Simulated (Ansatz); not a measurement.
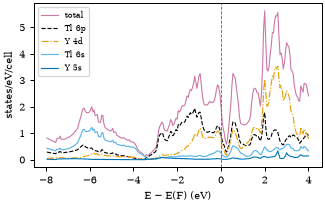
Figure. Total and projected density of states of YTl3 (Cu3Au type, Pm-3m), plane-wave PAW PBEsol (Ansatz code)

Task: Which orbitals carry the states next to the Fermi level?

Result: Within 0.5 eV of the Fermi level: Tl 6p 46 %, Y 4d 37 %, Tl 6s 12 %. Projections are on Löwdin-orthogonalised atomic valence shells; empty p or d shells of many metals are not among them.

Task: Where is the tallest occupied peak in this window, and what makes it?

Result: Near -0.9 eV, about 3.2 states/eV per cell; the largest projected share is Tl 6p.

The workflow started from an entry of the Crystallography Open Database (COD). Its standing as an ambient phase is unchecked. Symmetry was held in the PBEsol relaxation; its stability against distortions is not shown here. No spin polarisation was allowed. Scalar-relativistic: spin–orbit coupling is off unless named, which matters more the heavier the elements.

Potentials: the later of the program's two PAW sets.
